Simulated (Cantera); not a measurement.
Feed: 1 mol Cr, 0.07 mol O₂, 2.3 mol N₂, held at 2723.15 K.

These are equilibrium values from Cantera (NASA tables, ideal gas, pure condensed phases), not measurements of a reactor. Candidate condensed phases: Cr, CrN, Cr₂N, Cr₂O₃; 14 gas species. Each liquid is taken as pure. Mutual solubility and eutectic melting of coexisting phases are not modelled. The numbers say what is thermodynamically allowed, not how fast it happens.

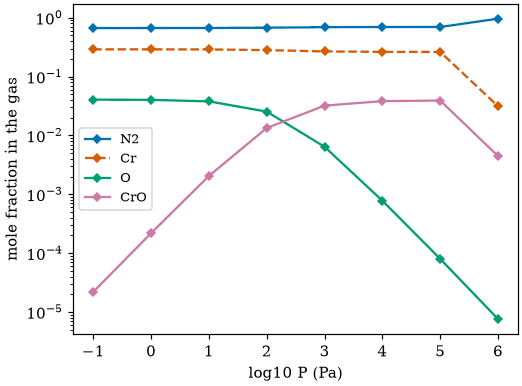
*Equilibrium gas composition (values under 1e-9 drawn at 1e-9)*

From 1.00e-6 bar to 1.00 bar nothing is condensed. At 10.0 bar the condensed part is Cr(l) + Cr₂O₃(l). The main Cr-bearing gas is Cr throughout.
